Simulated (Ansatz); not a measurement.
# Tin, A15 under BLYP: structure and ground-state energy

The plan for tin in the A15 structure: relax it, then solve it on a dense k-mesh. Spin polarisation is left out. The k-meshes are 4×4×4 for the relaxation; 6×6×6 for the dense run.

Method: DFT BLYP, plane waves (420 eV) with PAW, scalar-relativistic; PBE-made PAW files, in Ansatz 0.2.0.

## Step 1: The starting structure

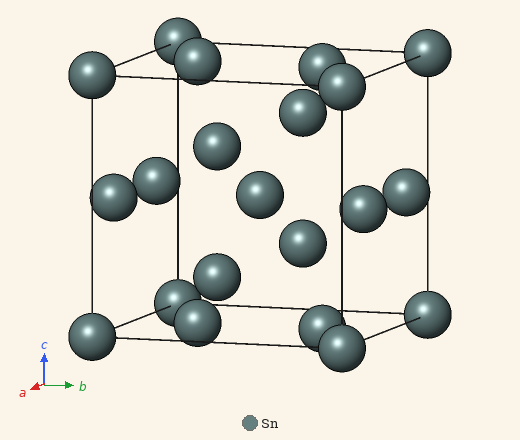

The structure, seen slightly off an axis (tin teal). Any atoms on the faces are drawn again on the opposite ones.

Coordinates:

```cif
data_structure
_symmetry_space_group_name_H-M 'P 1'
_symmetry_Int_Tables_number 1
_cell_length_a 6.0757
_cell_length_b 6.0757
_cell_length_c 6.0757
_cell_angle_alpha 90.000
_cell_angle_beta 90.000
_cell_angle_gamma 90.000
_cell_volume 224.28
loop_
_atom_site_label
_atom_site_type_symbol
_atom_site_fract_x
_atom_site_fract_y
_atom_site_fract_z
_atom_site_occupancy
Sn1 Sn 0.00000 0.00000 0.00000 1
Sn2 Sn 0.50000 0.50000 0.50000 1
Sn3 Sn 0.25000 0.00000 0.50000 1
Sn4 Sn 0.75000 0.00000 0.50000 1
Sn5 Sn 0.50000 0.25000 0.00000 1
Sn6 Sn 0.50000 0.75000 0.00000 1
Sn7 Sn 0.00000 0.50000 0.25000 1
Sn8 Sn 0.00000 0.50000 0.75000 1
```

## Step 2: Relaxation of the cell

File input.yaml:

```yaml
crystal:
  lattice:
    - [6.0756993416, 0.0, 0.0]
    - [0.0, 6.0756993416, 0.0]
    - [0.0, 0.0, 6.0756993416]
  atoms:
    - { symbol: Sn, position: [0.0, 0.0, 0.0] }
    - { symbol: Sn, position: [0.5, 0.5, 0.5] }
    - { symbol: Sn, position: [0.25, 0.0, 0.5] }
    - { symbol: Sn, position: [0.75, 0.0, 0.5] }
    - { symbol: Sn, position: [0.5, 0.25, 0.0] }
    - { symbol: Sn, position: [0.5, 0.75, 0.0] }
    - { symbol: Sn, position: [0.0, 0.5, 0.25] }
    - { symbol: Sn, position: [0.0, 0.5, 0.75] }
hamiltonian:
  xc: blyp
  pseudopotentials:
    kind: paw
    azcp:
      Sn: "pseudopotentials/Sn.paw.azcp"
basis:
  ecutwfc: 420
  fft_grid_basis: typed
kpoints:
  mp_grid: { grid: [4, 4, 4], shift: [0, 0, 0] }
magnetization:
  spin_polarized: false
scf:
  occupations: { method: fermi_dirac, width: 0.1 }
relax:
  max_steps: 60
  f_tol: 0.01
  cell: {}
output:
  write_density: true
  write_potential: true
  elf: true
  volumetric_format: npy
```

Command:

```console
$ ansatz run input.yaml --threads 4 --pin off --max-ram 8192MiB --backend cpu --events-out ev --progress --plain --runs-dir out
```

Log:

```text
Warning: RAYON_NUM_THREADS=4 ignored (pool sized by the plan → 4); use --threads N
Engine: ansatz 0.2.0, aarch64-unknown-linux-gnu
Pseudopotentials: kind: paw
Pseudopotential: Sn, paw, valence charge 14, recommended cutoff 420 eV (normal), <dir>
Functional definition: BLYP
  parameter beta = 0.0042
  parameter a = 0.04918
  parameter b = 0.132
  parameter c = 0.2533
  parameter d = 0.349
  exchange = b88_x(beta = beta)
  correlation = lyp_c(a = a, b = b, c = c, d = d)
Crystal: 8 atoms, lattice volume = 224.279 Å³
Basis set: ecut = 420 eV, 4385 PW (Γ), exchange–correlation on 90×90×90 points (8 copies of the dense FFT grid, shifted against one another)
Bands: 68, of which v1, the nominal top of the filled ones, is band 56 counted from 1 (55 counted from 0)
Symmetry: 48 space group operations
Space group: Pm-3n (ITA 223), of the structure as read, at distance tolerance 6.1e-5 Å
k-points: 10 of 64
Non-local potential: Sn, projectors of the file, l = 0: 2, l = 1: 2, l = 2: 2, l = 3: 2
PAW form: soft (Blöchl's): semilocal exchange-correlation on the pseudo side does not see the compensation charge
PAW frozen core: Sn, regenerated for the run's functional, and the local potential with it (the file was generated under x = pbe(κ = 0.804, μ = 0.2195149727645171), c = pbe(β = 0.06672455060314922))
PAW one-centre angular grid: Sn, 590 points (default); XC on 64 Gauss nodes
Initial density: superposition of atomic densities (neutral atoms: chi_scale 0, normalization atom), corrected by the library's trained network
Initial wavefunctions: pseudopotential atomic-orbital guess
Functional: x = b88, c = lyp
SCF iter   1: F=—  HF=-48322.243196 eV  |F-HF|=—  |Δ(HF+E_count)|=         —  Δρ=7.47e-3  dr2=9.31e-2  ethr=1.77e-3  ⟨swp⟩=6.8  Hψ=2870  notcnv=0
preconditioner: auto → Kerker (q_TF=auto, 2.430 Å⁻¹)  [metal: Δε(μ)=0.075 eV  Ē_g=19.023 eV  σ=0.100 eV  W_gap=0.18  n_scr=56 (ndim 8)  ℏωp=26.2 eV  f_vac=0.000  D(μ)=6.34/eV (n_scr^D=32)]
SCF iter   2: F=—  HF=-48322.234998 eV  |F-HF|=—  |Δ(HF+E_count)|=   8.20e-3  Δρ=4.76e-3  dr2=4.22e-2  ethr=8.31e-5  ⟨swp⟩=1.1  Hψ=791  notcnv=0
SCF iter   3: F=—  HF=-48322.232420 eV  |F-HF|=—  |Δ(HF+E_count)|=   2.58e-3  Δρ=8.49e-4  dr2=1.75e-3  ethr=3.77e-5  ⟨swp⟩=2.5  Hψ=794  notcnv=0
SCF iter   4: F=—  HF=-48322.232537 eV  |F-HF|=—  |Δ(HF+E_count)|=   1.17e-4  Δρ=4.75e-4  dr2=2.72e-4  ethr=1.56e-6  ⟨swp⟩=2.0  Hψ=1235  notcnv=0
SCF iter   5: F=—  HF=-48322.232308 eV  |F-HF|=—  |Δ(HF+E_count)|=   2.29e-4  Δρ=7.01e-5  dr2=8.08e-6  ethr=2.42e-7  ⟨swp⟩=2.0  Hψ=1231  notcnv=0
SCF iter   6: F=—  HF=-48322.232292 eV  |F-HF|=—  |Δ(HF+E_count)|=   1.51e-5  Δρ=2.79e-5  dr2=1.61e-6  ethr=7.21e-9  ⟨swp⟩=2.0  Hψ=1240  notcnv=0
SCF iter   7: F=—  HF=-48322.232293 eV  |F-HF|=—  |Δ(HF+E_count)|=   5.98e-7  Δρ=6.84e-6  dr2=1.25e-7  ethr=1.44e-9  ⟨swp⟩=2.1  Hψ=1238  notcnv=0
SCF iter   8: F=-48322.232293 eV  HF=-48322.232293 eV  |F-HF|=1.31e-9  |Δ(HF+E_count)|=   4.24e-8  Δρ=2.09e-6  dr2=1.15e-8  ethr=8.93e-11  ⟨swp⟩=8.3  Hψ=3920  notcnv=0
SCF 1 converged in 8 iterations: F = -48322.232293 eV  dr2 = 1.15e-8
relax step   1: F+E_penalty+E_count = -48322.23229308 eV  Δ(F+E_penalty+E_count) = +0.000e0 eV  max|allowed force component| = 2.197e-17 eV/Å  Δτ_max = 0.0000 Å  P = +5.616 GPa  Ω = 224.279 Å³  (8 SCF iters, dr2 threshold 1.00e-7 eV, accepted)
Crystal: 8 atoms, lattice volume = 258.705 Å³
Basis set: ecut = 420 eV, 5041 PW (Γ), exchange–correlation on 90×90×90 points (8 copies of the dense FFT grid, shifted against one another)
Initial density: handed on by an earlier stage of this run
Initial wavefunctions: those handed on with the density
iter 1 solved again at ethr=6.09e-6 eV; its pass at ethr=3.10e-3 eV (dr2=6.83e-3 eV) is discarded
SCF iter   1: F=—  HF=-48322.707776 eV  |F-HF|=—  |Δ(HF+E_count)|=         —  Δρ=1.66e-3  dr2=6.59e-3  ethr=6.09e-6  ⟨swp⟩=2.2  Hψ=4492  notcnv=0
preconditioner: auto → Kerker (q_TF=auto, 2.373 Å⁻¹)  [metal: Δε(μ)=0.056 eV  Ē_g=18.638 eV  σ=0.100 eV  W_gap=0.14  n_scr=56 (ndim 8)  ℏωp=24.4 eV  f_vac=0.000  D(μ)=6.53/eV (n_scr^D=32)]
SCF iter   2: F=—  HF=-48322.707437 eV  |F-HF|=—  |Δ(HF+E_count)|=   3.39e-4  Δρ=1.01e-3  dr2=2.30e-3  ethr=5.88e-6  ⟨swp⟩=2.0  Hψ=1244  notcnv=0
SCF iter   3: F=—  HF=-48322.707687 eV  |F-HF|=—  |Δ(HF+E_count)|=   2.50e-4  Δρ=2.14e-4  dr2=1.47e-4  ethr=2.06e-6  ⟨swp⟩=2.7  Hψ=1227  notcnv=0
SCF iter   4: F=—  HF=-48322.707697 eV  |F-HF|=—  |Δ(HF+E_count)|=   1.07e-5  Δρ=5.63e-5  dr2=1.33e-5  ethr=1.31e-7  ⟨swp⟩=2.9  Hψ=1307  notcnv=0
SCF iter   5: F=-48322.707701 eV  HF=-48322.707701 eV  |F-HF|=2.86e-8  |Δ(HF+E_count)|=   4.11e-6  Δρ=1.08e-5  dr2=5.15e-7  ethr=7.14e-10  ⟨swp⟩=8.3  Hψ=4762  notcnv=0
SCF 2 converged in 5 iterations: F = -48322.707701 eV  dr2 = 5.15e-7
relax step   2: F+E_penalty+E_count = -48322.70770138 eV  Δ(F+E_penalty+E_count) = -4.754e-1 eV  max|allowed force component| = 3.422e-17 eV/Å  Δτ_max = 0.0000 Å  P = -0.406 GPa  Ω = 258.705 Å³  energy of the carried Pulay correction = -4.819e-3 eV  (5 SCF iters, dr2 threshold 8.00e-7 eV, accepted)
Crystal: 8 atoms, lattice volume = 256.056 Å³
Basis set: ecut = 420 eV, 4945 PW (Γ), exchange–correlation on 90×90×90 points (8 copies of the dense FFT grid, shifted against one another)
iter 1 solved again at ethr=4.86e-8 eV; its pass at ethr=3.10e-3 eV (dr2=5.44e-5 eV) is discarded
SCF iter   1: F=—  HF=-48322.712126 eV  |F-HF|=—  |Δ(HF+E_count)|=         —  Δρ=1.11e-4  dr2=2.94e-5  ethr=4.86e-8  ⟨swp⟩=4.0  Hψ=3982  notcnv=0
preconditioner: auto → Kerker (q_TF=auto, 2.377 Å⁻¹)  [metal: Δε(μ)=0.061 eV  Ē_g=18.620 eV  σ=0.100 eV  W_gap=0.15  n_scr=56 (ndim 8)  ℏωp=24.6 eV  f_vac=0.000  D(μ)=6.48/eV (n_scr^D=32)]
SCF iter   2: F=—  HF=-48322.712125 eV  |F-HF|=—  |Δ(HF+E_count)|=   1.31e-6  Δρ=6.66e-5  dr2=1.03e-5  ethr=2.63e-8  ⟨swp⟩=2.0  Hψ=1242  notcnv=0
SCF iter   3: F=—  HF=-48322.712126 eV  |F-HF|=—  |Δ(HF+E_count)|=   1.18e-6  Δρ=1.49e-5  dr2=7.29e-7  ethr=9.20e-9  ⟨swp⟩=2.0  Hψ=843  notcnv=0
SCF iter   4: F=-48322.712126 eV  HF=-48322.712126 eV  |F-HF|=3.35e-9  |Δ(HF+E_count)|=   1.87e-7  Δρ=3.93e-6  dr2=6.24e-8  ethr=3.68e-10  ⟨swp⟩=9.4  Hψ=4493  notcnv=0
SCF 3 converged in 4 iterations: F = -48322.712126 eV  dr2 = 6.24e-8
relax step   3: F+E_penalty+E_count = -48322.71212605 eV  Δ(F+E_penalty+E_count) = -4.425e-3 eV  max|allowed force component| = 3.441e-17 eV/Å  Δτ_max = 0.0000 Å  P = -0.084 GPa  Ω = 256.056 Å³  energy of the carried Pulay correction = -4.472e-3 eV  (4 SCF iters, dr2 threshold 4.12e-7 eV, accepted)
Crystal: 8 atoms, lattice volume = 255.371 Å³
iter 1 solved again at ethr=1.29e-8 eV; its pass at ethr=3.10e-3 eV (dr2=1.45e-5 eV) is discarded
SCF iter   1: F=—  HF=-48322.712393 eV  |F-HF|=—  |Δ(HF+E_count)|=         —  Δρ=2.91e-5  dr2=2.17e-6  ethr=1.29e-8  ⟨swp⟩=3.2  Hψ=3448  notcnv=0
preconditioner: auto → Kerker (q_TF=auto, 2.378 Å⁻¹)  [metal: Δε(μ)=0.061 eV  Ē_g=18.629 eV  σ=0.100 eV  W_gap=0.15  n_scr=56 (ndim 8)  ℏωp=24.6 eV  f_vac=0.000  D(μ)=6.46/eV (n_scr^D=32)]
SCF iter   2: F=—  HF=-48322.712393 eV  |F-HF|=—  |Δ(HF+E_count)|=   5.30e-8  Δρ=1.80e-5  dr2=8.60e-7  ethr=1.94e-9  ⟨swp⟩=2.2  Hψ=1246  notcnv=0
SCF iter   3: F=—  HF=-48322.712393 eV  |F-HF|=—  |Δ(HF+E_count)|=   1.70e-7  Δρ=4.89e-6  dr2=9.13e-8  ethr=7.68e-10  ⟨swp⟩=2.0  Hψ=842  notcnv=0
SCF iter   4: F=-48322.712393 eV  HF=-48322.712393 eV  |F-HF|=2.76e-10  |Δ(HF+E_count)|=   2.21e-8  Δρ=1.40e-6  dr2=8.19e-9  ethr=1.59e-11  ⟨swp⟩=6.3  Hψ=4110  notcnv=0
SCF 4 converged in 4 iterations: F = -48322.712393 eV  dr2 = 8.19e-9
relax step   4: F+E_penalty+E_count = -48322.71239345 eV  Δ(F+E_penalty+E_count) = -2.674e-4 eV  max|allowed force component| = 5.031e-17 eV/Å  Δτ_max = 0.0000 Å  P = +0.002 GPa  Ω = 255.371 Å³  energy of the carried Pulay correction = -4.382e-3 eV  (4 SCF iters, dr2 threshold 1.78e-8 eV, accepted)
Initial wavefunctions: pseudopotential atomic-orbital guess (no wavefunctions were taken with the density)
iter 1 solved again at ethr=3.52e-7 eV; its pass at ethr=3.10e-3 eV (dr2=3.94e-4 eV) is discarded
SCF iter   1: F=—  HF=-48322.715988 eV  |F-HF|=—  |Δ(HF+E_count)|=         —  Δρ=8.54e-5  dr2=3.19e-6  ethr=3.52e-7  ⟨swp⟩=3.1  Hψ=4102  notcnv=0
SCF iter   2: F=—  HF=-48322.715963 eV  |F-HF|=—  |Δ(HF+E_count)|=   2.52e-5  Δρ=4.13e-5  dr2=7.93e-7  ethr=2.85e-9  ⟨swp⟩=2.1  Hψ=1247  notcnv=0
SCF iter   3: F=—  HF=-48322.715966 eV  |F-HF|=—  |Δ(HF+E_count)|=   2.28e-6  Δρ=1.12e-5  dr2=1.20e-7  ethr=7.08e-10  ⟨swp⟩=3.0  Hψ=1362  notcnv=0
SCF iter   4: F=—  HF=-48322.715966 eV  |F-HF|=—  |Δ(HF+E_count)|=   1.55e-7  Δρ=1.07e-6  dr2=3.06e-9  ethr=1.07e-10  ⟨swp⟩=2.0  Hψ=851  notcnv=0
SCF iter   5: F=—  HF=-48322.715966 eV  |F-HF|=—  |Δ(HF+E_count)|=  1.46e-11  Δρ=3.09e-7  dr2=1.71e-10  ethr=2.74e-12  ⟨swp⟩=2.3  Hψ=1258  notcnv=0
SCF iter   6: F=-48322.715966 eV  HF=-48322.715966 eV  |F-HF|=7.28e-12  |Δ(HF+E_count)|=    0.00e0  Δρ=6.69e-8  dr2=1.53e-11  ethr=1.00e-12  ⟨swp⟩=7.5  Hψ=3464  notcnv=0
SCF 5 converged in 6 iterations: F = -48322.715966 eV  dr2 = 1.53e-11
relax step   5: F+E_penalty+E_count = -48322.71596567 eV  Δ(F+E_penalty+E_count) = -3.572e-3 eV  max|allowed force component| = 2.371e-17 eV/Å  Δτ_max = 0.0000 Å  P = -0.007 GPa  Ω = 255.371 Å³  stress off target by 6.94e-3 GPa  SCF on the basis re-selected at this cell (its energy is not comparable with the rows above)  (6 SCF iters)
basis re-selected at this cell: Δ(F+E_penalty+E_count) = -3.572e-3 eV, ΔP = -0.009 GPa vs the last step (what re-selecting the basis moved, of the pressure what is left beyond the Pulay correction that the steps carried, after the strain that the cell walked since its last selection, with what the two solves' SCF thresholds leave and, on support functions, any second-order correction that the steps lacked; it is no measure of the basis error at this ecutwfc). This SCF's stress stands 6.94e-3 GPa from its target on what of the cell is left free (relax.cell.stress_tol is 5.00e-2 GPa) and its largest allowed force component is 2.37e-17 eV/Å (relax.f_tol is 1.00e-2 eV/Å): within both
SCF converged after 6 iterations
Free energy (F): -48322.715966 eV
Harris-Foulkes:  -48322.715966 eV  (|F-HF|=7.28e-12)
Internal energy: -48322.505619 eV  (E = F + TS)
E sigma→0 (E₀):  -48322.610793 eV
Entropy (-TS):   -0.210346 eV (-26.293 meV/atom)
Fermi energy:    9.151491 eV
--- Per-component energies (eV) ---
  E_band       = -833.975825
  E_kinetic    = 1485.369240
  E_local      = -7533.700431  (includes V_loc(G=0)·N_el)
  E_nonlocal   = -268.177004
  E_hartree    = 4508.344696
  E_xc         = -3040.908592
  E_vxc        = -752.221161  (∫ρ·V_xc dr)
  E_paw        = -33216.841593  (= ΣΔE_a)
  E_vpaw       = -2781.935613  (= ΣTr[D̂ρ^β])
  E_aug_tail   = -0.000004  (compensation charges beyond the density's cutoff)
  E_ewald      = -10255.581715
  E_core_change = -1.010216  (= ΣΔE_core)
  E_smearing   = -0.210346  (= −TS)
  E_closure    = 0.000000  (closes the sum)
  Σ components = -48322.715966   (vs F -48322.715966, Δ=0.00e0)
--- Forces (eV/Å), atoms counted from 1 ---
  atom   1  Sn    -0.00000000    -0.00000000    -0.00000000
  atom   2  Sn    -0.00000000     0.00000000    -0.00000000
  atom   3  Sn    -0.00000000    -0.00000000    -0.00000000
  atom   4  Sn     0.00000000     0.00000000     0.00000000
  atom   5  Sn     0.00000000     0.00000000     0.00000000
  atom   6  Sn    -0.00000000     0.00000000    -0.00000000
  atom   7  Sn     0.00000000    -0.00000000     0.00000000
  atom   8  Sn    -0.00000000     0.00000000    -0.00000000
  max |Σ_I F_I| component: 2.31e-17 eV/Å
--- Stress (GPa, compression-positive) ---
       -0.006936       0.000000       0.000000
        0.000000      -0.006936       0.000000
        0.000000       0.000000      -0.006936
  P = ⅓ Tr σ = -0.0069 GPa (-0.069 kbar)
--- Band table (eV; the first three rows and the last of 10) ---
  k-point 0: bands = ["-12.5102", "-12.5046", "-12.5046", "-12.4309", "-12.4309", "-12.4309", "-12.4155", "-12.4155", "-12.4144", "-12.4090", "-12.4090", "-12.4090", "-12.3996", "-12.3996", "-12.3996", "-12.3964", "-12.3823", "-12.3823", "-12.3823", "-12.3718", "-12.3718", "-12.3390", "-12.3390", "-12.3390", "-12.3384", "-12.3384", "-12.3384", "-12.2685", "-12.2685", "-12.2570", "-12.2570", "-12.2570", "-12.2558", "-12.2558", "-12.2558", "-12.2554", "-12.2554", "-12.2554", "-12.2515", "-12.2515", "-0.9957", "1.7355", "1.7355", "2.0733", "3.3205", "3.3205", "3.3205", "4.1065", "6.5389", "6.5389", "6.5389", "6.6025", "6.6025", "7.9770", "7.9770", "7.9770", "8.7131", "9.0700", "9.0700", "9.0700", "11.2865", "11.2865", "11.2865", "11.7809", "11.7809", "11.7809", "13.4703", "13.4703"]
  k-point 1: bands = ["-12.5078", "-12.5051", "-12.4704", "-12.4336", "-12.4253", "-12.4253", "-12.4160", "-12.4121", "-12.4115", "-12.4112", "-12.4108", "-12.4108", "-12.4004", "-12.3947", "-12.3947", "-12.3945", "-12.3880", "-12.3838", "-12.3838", "-12.3741", "-12.3732", "-12.3488", "-12.3488", "-12.3383", "-12.3377", "-12.3349", "-12.3349", "-12.2939", "-12.2675", "-12.2675", "-12.2662", "-12.2629", "-12.2576", "-12.2576", "-12.2556", "-12.2553", "-12.2543", "-12.2501", "-12.2443", "-12.2443", "-0.7661", "0.9705", "1.9228", "2.1304", "3.4317", "3.4317", "3.4461", "3.7107", "6.2266", "6.2266", "6.4514", "6.4709", "7.5875", "7.5875", "7.6057", "8.9503", "9.1798", "9.2833", "9.8725", "9.8725", "10.6338", "10.6338", "10.7529", "11.4583", "12.3273", "13.0821", "13.0821", "13.5869"]
  k-point 2: bands = ["-12.5063", "-12.5063", "-12.4297", "-12.4297", "-12.4209", "-12.4209", "-12.4129", "-12.4129", "-12.4069", "-12.4069", "-12.4049", "-12.4049", "-12.3953", "-12.3953", "-12.3855", "-12.3855", "-12.3811", "-12.3811", "-12.3755", "-12.3755", "-12.3747", "-12.3747", "-12.3717", "-12.3717", "-12.3374", "-12.3374", "-12.3315", "-12.3315", "-12.2721", "-12.2721", "-12.2607", "-12.2607", "-12.2596", "-12.2596", "-12.2554", "-12.2554", "-12.2530", "-12.2530", "-12.2390", "-12.2390", "-0.0868", "-0.0868", "2.3194", "2.3194", "3.1224", "3.1224", "3.5660", "3.5660", "5.8476", "5.8476", "6.8412", "6.8412", "7.6193", "7.6193", "8.6758", "8.6758", "9.4290", "9.4290", "9.8929", "9.8929", "10.9291", "10.9291", "11.7457", "11.7457", "11.8105", "11.8105", "13.2998", "13.2998"]
  k-point 9: bands = ["-12.4109", "-12.4109", "-12.4109", "-12.4109", "-12.4109", "-12.4109", "-12.3981", "-12.3981", "-12.3981", "-12.3981", "-12.3981", "-12.3981", "-12.3961", "-12.3961", "-12.3961", "-12.3961", "-12.3751", "-12.3751", "-12.3751", "-12.3751", "-12.3751", "-12.3751", "-12.3678", "-12.3678", "-12.3678", "-12.3678", "-12.3678", "-12.3678", "-12.3667", "-12.3667", "-12.2536", "-12.2536", "-12.2536", "-12.2536", "-12.2536", "-12.2536", "-12.2498", "-12.2498", "-12.2498", "-12.2498", "1.6479", "1.6479", "1.6479", "1.6479", "1.6479", "1.6479", "1.7645", "1.7645", "8.8777", "8.8777", "8.8777", "8.8777", "8.8777", "8.8777", "9.2891", "9.2891", "10.7121", "10.7121", "10.7121", "10.7121", "10.7187", "10.7187", "10.7187", "10.7187", "10.7187", "10.7187", "11.2583", "11.2583"]
--- Relaxed structure (4 steps of the walk, 4 accepted, 1 SCFs on fresh bases) ---
  F+E_penalty+E_count = -48322.71596567 eV   max|allowed force component| = 2.371e-17 eV/Å   (the final SCF, on the basis selected at the relaxed cell)
  cell:  # Å, volume = 255.3705 Å³
    - [6.3443956456677535, 3.530871564709933e-33, 1.7333369499485123e-33]
    - [3.91605755358738e-33, 6.3443956456677535, 0.0]
    - [1.6049416203226967e-33, 0.0, 6.3443956456677535]
  atoms:
    - { symbol: Sn, position: [2.63672535085444e-34, 3.6887120041617233e-34, 8.593374054676859e-35] }
    - { symbol: Sn, position: [0.5, 0.5, 0.5] }
    - { symbol: Sn, position: [0.25, -9.538975397581022e-34, 0.5] }
    - { symbol: Sn, position: [0.7499999999999999, -5.682275725779843e-34, 0.5] }
    - { symbol: Sn, position: [0.5, 0.25, 7.999019653200653e-35] }
    - { symbol: Sn, position: [0.5, 0.7499999999999999, -2.5020669317699864e-34] }
    - { symbol: Sn, position: [-5.829522901284451e-34, 0.5, 0.25] }
    - { symbol: Sn, position: [1.923500069082989e-34, 0.5, 0.7499999999999999] }
```

Run time: 13 s. Hardware: 4 threads of Arm Neoverse V1, shared host; peak memory 0.75 GiB.

The steps of the relaxation:

| step | energy change (meV/atom) | largest force (eV/Å) | pressure (GPa) | volume (Å³/atom) |
| --- | --- | --- | --- | --- |
| 1 | 0.00 | 0.0000 | 5.62 | 28.035 |
| 2 | -59.43 | 0.0000 | -0.41 | 32.338 |
| 3 | -59.98 | 0.0000 | -0.08 | 32.007 |
| 4 | -60.01 | 0.0000 | 0.00 | 31.921 |
| 5 | -60.46 | 0.0000 | -0.01 | 31.921 |

Steps that repeat a cell are solved on a basis chosen anew, so their changes of energy are no gain of the relaxation.

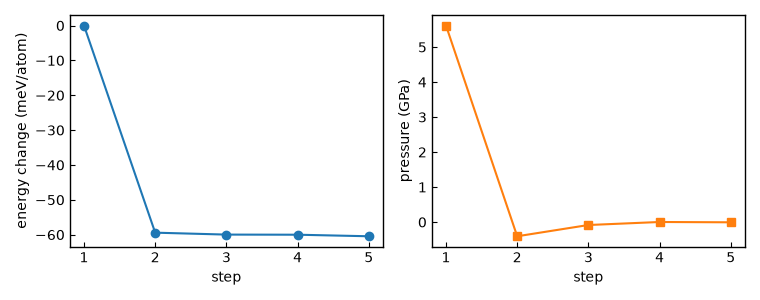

Energy and pressure over the accepted steps.

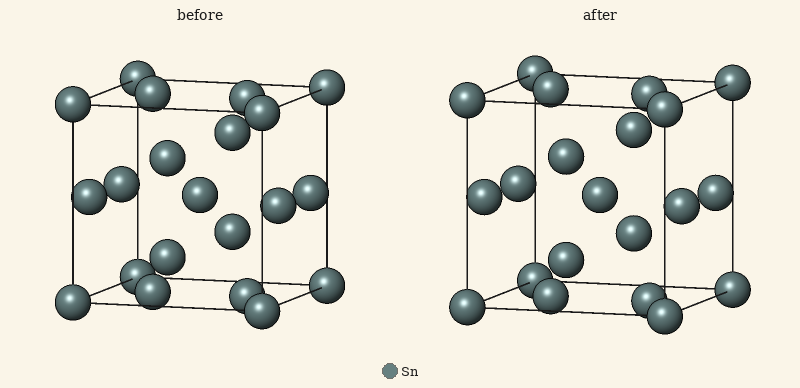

Start and end of the relaxation side by side. The cells drawn are those of the first picture.

The cell of the run, before and after:

|  | before | after | change |
| --- | --- | --- | --- |
| a (Å) | 6.076 | 6.344 | +4.4 % |
| b (Å) | 6.076 | 6.344 | +4.4 % |
| c (Å) | 6.076 | 6.344 | +4.4 % |
| volume (Å³/atom) | 28.035 | 31.921 | +13.9 % |
| shortest distance (Å) | 3.038 | 3.172 | +4.4 % |
| space group (spins left aside) | Pm-3n | Pm-3n | same |

(Part 1 of 2 ends here.)
